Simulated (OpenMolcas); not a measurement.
# Multiconfigurational calculation: Mn⁴⁺ complex (part 2 of 2)

Continued. System: Mn⁴⁺ with 6 ligands (F; octahedron, 1.948 Å), embedded in Cs2GeF6 by model potentials and point charges, whose field is part of the energies. Method: state-averaged CASSCF, active space 3 electrons in the shell 3d, basis ANO-RCC-VDZP on the metal and ANO-RCC-VDZP on the ligands, DKH2 scalar Hamiltonian, spin-orbit coupling by RASSI with atomic mean-field integrals (OpenMolcas).

### The program's output (extracts), continued
```
--- RASSI ---
SPIN-FREE ENERGIES:
  (Shifted by EMIN (a.u.) =      -1755.1616954838)

 SF State       Relative EMIN(au)   Rel lowest level(eV)    D:o, cm**(-1)

     1             0.0000000000        0.0000000000              0.0000
     2             0.0783012205        2.1306847559          17185.1315
     3             0.0783012205        2.1306847559          17185.1315
     4             0.0783012205        2.1306847559          17185.1315
    11             0.0978504506        2.6626464050          21475.6916
    12             0.0978504506        2.6626464050          21475.6916
    13             0.1027654008        2.7963890138          22554.3985
    14             0.1027654008        2.7963890138          22554.3985
    15             0.1027654008        2.7963890138          22554.3985
     5             0.1202753733        3.2728596392          26397.3932
     6             0.1202753733        3.2728596392          26397.3932
     7             0.1202753738        3.2728596523          26397.3933
    16             0.1388478571        3.7782426681          30473.5822
    17             0.1388478571        3.7782426681          30473.5822
    18             0.1388478571        3.7782426681          30473.5822
    19             0.1564002596        4.2558678718          34325.8893
    20             0.1640110077        4.4629668787          35996.2555
    21             0.1640110077        4.4629668787          35996.2555
    22             0.1640110077        4.4629668787          35996.2555
    23             0.1727471018        4.7006881107          37913.6065
    24             0.1727471018        4.7006881107          37913.6065
    25             0.1727471018        4.7006881107          37913.6065
    26             0.1850104637        5.0343911868          40605.1033
    27             0.1850104637        5.0343911868          40605.1033
    10             0.1920005141        5.2246001483          42139.2421
     8             0.1920005141        5.2246001483          42139.2421
     9             0.1920005141        5.2246001483          42139.2421
    28             0.1962476887        5.3401716569          43071.3891
    29             0.1962476887        5.3401716569          43071.3891
    30             0.1962476887        5.3401716569          43071.3891
    31             0.2340831481        6.3697269576          51375.3126
    32             0.2340831481        6.3697269576          51375.3126
    33             0.2340831492        6.3697269867          51375.3129
    34             0.2453126458        6.6752971571          53839.9025
    35             0.2453126458        6.6752971571          53839.9025
    36             0.2453126458        6.6752971571          53839.9025
    37             0.2495658881        6.7910337756          54773.3813
    38             0.2610770331        7.1042679879          57299.7856
    39             0.2610770331        7.1042679879          57299.7856
    40             0.2610770338        7.1042680062          57299.7857
Eigenvalues of complex Hamiltonian:
   -----------------------------------
  (Shifted by EMIN (a.u.) =      -1755.1616954838)

 SO State       Relative EMIN(au)   Rel lowest level(eV)    D:o, cm**(-1)

     1            -0.0000980670        0.0000000000              0.0000
     2            -0.0000980670        0.0000000000              0.0000
     3            -0.0000980670        0.0000000000              0.0000
     4            -0.0000980670        0.0000000000              0.0000
     5             0.0775230837        2.1121791148          17035.8735
     6             0.0775230837        2.1121791148          17035.8735
     7             0.0779159333        2.1228690967          17122.0940
     8             0.0779159333        2.1228690967          17122.0940
     9             0.0779159333        2.1228690964          17122.0940
    10             0.0779159333        2.1228690964          17122.0940
    11             0.0784534444        2.1374955184          17240.0640
    12             0.0784534444        2.1374955184          17240.0640
    13             0.0784534444        2.1374955187          17240.0640
    14             0.0784534444        2.1374955187          17240.0640
    15             0.0786599766        2.1431155459          17285.3926
    16             0.0786599766        2.1431155459          17285.3926
    17             0.0979110488        2.6669639070          21510.5146
    18             0.0979110488        2.6669639070          21510.5146
    19             0.0979110488        2.6669639071          21510.5146
    20             0.0979110488        2.6669639071          21510.5146
    21             0.1023565969        2.7879334341          22486.1996
    22             0.1023565969        2.7879334341          22486.1996
    23             0.1023565969        2.7879334344          22486.1996
    24             0.1023565969        2.7879334344          22486.1996
    25             0.1031158085        2.8085926321          22652.8273
    26             0.1031158085        2.8085926321          22652.8273
    27             0.1195760807        3.2564994582          26265.4395
    28             0.1195760807        3.2564994582          26265.4395
    29             0.1197464007        3.2611341024          26302.8204
    30             0.1197464007        3.2611341024          26302.8204
    31             0.1197464010        3.2611341091          26302.8204
    32             0.1197464010        3.2611341091          26302.8204
    33             0.1207528439        3.2885208150          26523.7091
    34             0.1207528439        3.2885208150          26523.7091
    35             0.1207528441        3.2885208212          26523.7092
    36             0.1207528441        3.2885208212          26523.7092
    37             0.1210322068        3.2961226689          26585.0222
    38             0.1210322068        3.2961226689          26585.0222
    39             0.1387559089        3.7784091702          30474.9252
    40             0.1387559089        3.7784091702          30474.9252
    41             0.1387559089        3.7784091700          30474.9252
Weights of the five most important spin-orbit-free states for each spin-orbit state.

 SO State  Total energy (au)           Spin-free states, spin, and weights
 -------------------------------------------------------------------------------------------------------
    1        -0.000098       1 1.5  0.9990    3 1.5  0.0003    2 1.5  0.0002    4 1.5  0.0001   16 0.5  0.0001
    2        -0.000098       1 1.5  0.9990    4 1.5  0.0003    3 1.5  0.0002    2 1.5  0.0002   18 0.5  0.0001
    3        -0.000098       1 1.5  0.9990    4 1.5  0.0003    3 1.5  0.0002    2 1.5  0.0002   18 0.5  0.0001
    4        -0.000098       1 1.5  0.9990    2 1.5  0.0003    4 1.5  0.0002    3 1.5  0.0002   17 0.5  0.0001
    5         0.077523       2 1.5  0.3331    3 1.5  0.3331    4 1.5  0.3331    7 1.5  0.0001    6 1.5  0.0001
    6         0.077523       2 1.5  0.3331    3 1.5  0.3331    4 1.5  0.3331    7 1.5  0.0001    6 1.5  0.0001
    7         0.077916       4 1.5  0.5083    3 1.5  0.3196    2 1.5  0.1675   11 0.5  0.0019    1 1.5  0.0007
    8         0.077916       4 1.5  0.5090    3 1.5  0.3182    2 1.5  0.1682   11 0.5  0.0019    1 1.5  0.0007
    9         0.077916       2 1.5  0.4961    3 1.5  0.3440    4 1.5  0.1552   12 0.5  0.0019    1 1.5  0.0007
   10         0.077916       2 1.5  0.4953    3 1.5  0.3454    4 1.5  0.1546   12 0.5  0.0019    1 1.5  0.0007
   11         0.078453       4 1.5  0.5048    3 1.5  0.3150    2 1.5  0.1700   12 0.5  0.0071    7 1.5  0.0008
   12         0.078453       4 1.5  0.5048    3 1.5  0.3149    2 1.5  0.1701   12 0.5  0.0071    7 1.5  0.0008
```

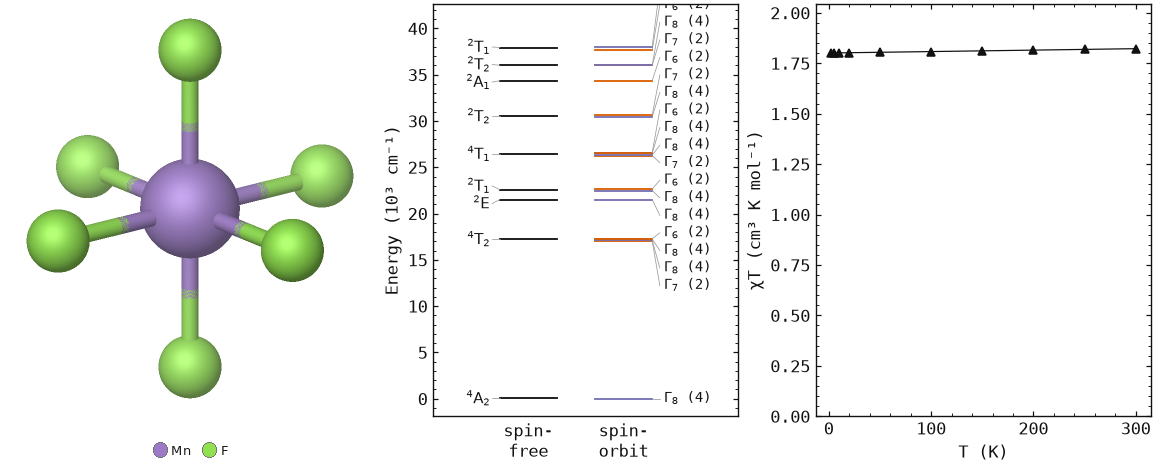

Figure 2. Mn⁴⁺ (3d³) as a dopant in Cs₂GeF₆, a cluster with its 6 nearest F⁻ at 1.948 Å (octahedron) embedded in model potentials and point charges; the geometry was set, not optimised, and its levels and susceptibility. Labels give the representation in O, Td, D4 or D3 as the site allows (double group for half-integer spin) where it could be assigned and, in brackets, the degeneracy; spin-free states, where drawn, share the zero of the spin-orbit levels. Powder susceptibility by Van Vleck's formula. The ground level is Γ₈, 4-fold degenerate, 100 % from states of spin multiplicity 4. The next level lies at 17,000 cm⁻¹ (Γ₇). The lowest spin-free state is ⁴A₂; of the same spin there follow at 17,200 cm⁻¹ (⁴T₂) and 26,400 cm⁻¹ (⁴T₁) above it. χT is 1.80 cm³ K mol⁻¹ at 2 K and 1.82 at 300 K, an effective moment of 3.82 μB. The active orbitals hold 78 to 94 % metal character (Löwdin), and the Mulliken charge of the metal is +1.92.

Outcome of the run: converged.
